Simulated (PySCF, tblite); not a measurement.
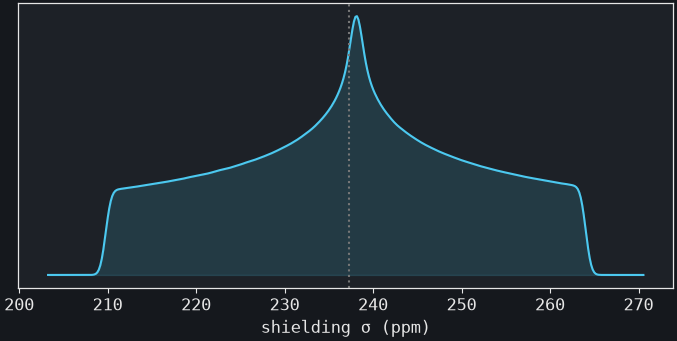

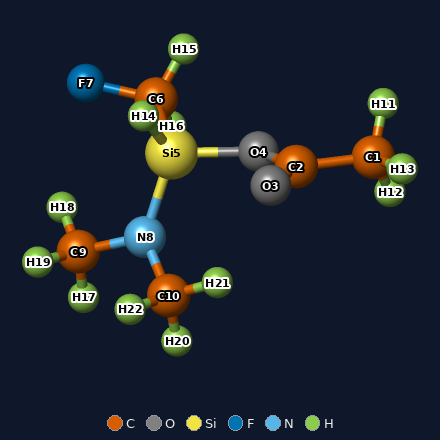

Static powder pattern (¹⁵N) from GIAO shielding tensors of C₅H₁₂FNO₂Si, SMILES CC(=O)O[Si@@H](CF)N(C)C, PBE0/pcSseg-1, PySCF 2.14.0, at a GFN2-xTB geometry (a minimum by its frequencies); absolute shielding, one fixed geometry of the isolated molecule without any motion, no dipolar terms. The dotted line is the isotropic value; skew is 3(σiso − σ22)/span.

Question: The pattern belongs to N8. Give the principal values, span and skew.

Answer: N8: σ11, σ22, σ33 = 210, 238, 264 ppm, isotropic 237, span 54 ppm, skew −0.04.

Note: the tight-binding geometry is rougher than a DFT one and adds to the error; one conformer of a flexible molecule.
